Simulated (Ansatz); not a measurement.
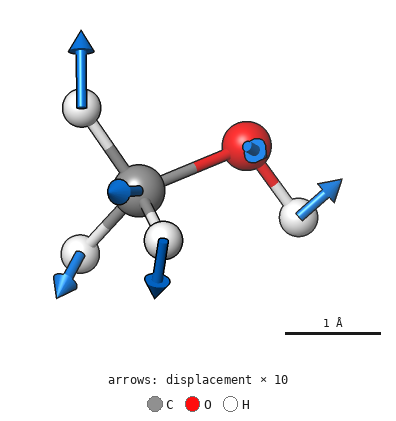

CH4O. The blue arrows show how the atoms are displaced, magnified 10 times. A ball-and-stick model, seen at a tilt.

Method: RKS wB97M-V/def2-TZVPP (Ansatz). 

**Describe the change and its computed effect.**

All atoms are moved at random (σ = 0.04 Å) from the PBE0-D4/def2-TZVP minimum. The energy rises by 0.283 eV. The largest force is 3.5 eV/Å, on the C atom. The forces point partly back along the displacements (cosine −0.61). At other levels of theory the same distortion costs 0.262 eV (RKS PBE-D4/def2-TZVPP), 0.277 eV (RKS r2SCAN-D4/def2-TZVPP), 0.301 eV (RKS PBE0-D4/def2-TZVPP), 0.276 eV (RHF-CCSD(T), frozen core/def2-TZVPP). Some distances before and after: C–O 1.409 → 1.496 Å, C–H 1.095 → 1.054 to 1.136 Å, H–O 0.959 → 0.925 Å. Among the angles between lasting bonds that change: H–C–H 108.1° → 118.7°, H–C–H 108.6° → 104.0°.
